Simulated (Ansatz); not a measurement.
The reference is GaN in the wurtzite structure (space group P6_3mc, No. 186; a = 3.219 Å, c = 5.244 Å).

The change: cell and atoms relaxed at a pressure of 50 GPa.

Computed with PBE (Ansatz, a program for electronic structure, PAW, no SOC), earlier PAW set.

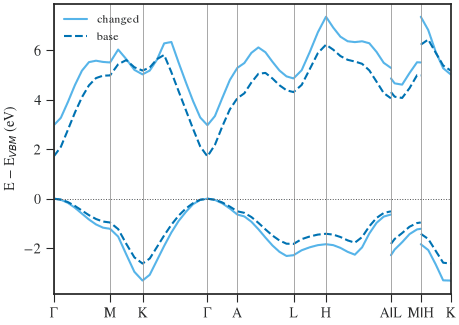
Fig. 1. Highest valence and lowest conduction band along the path, each from its own valence-band maximum

Problem. From the figure, how large is the changed gap, and is it direct?

Solution. About 3.0 eV, direct at Γ.

Load acts through the strain it causes; cell and atoms are relaxed under it. Whether these cells are dynamically stable was not tested. Measured, GaN leaves this structure (for rock salt) near 47 GPa (temperature not stated; as listed in Datta, Sujoy, Jana, Debnarayan, arXiv (2020)), on rising pressure, with hysteresis.
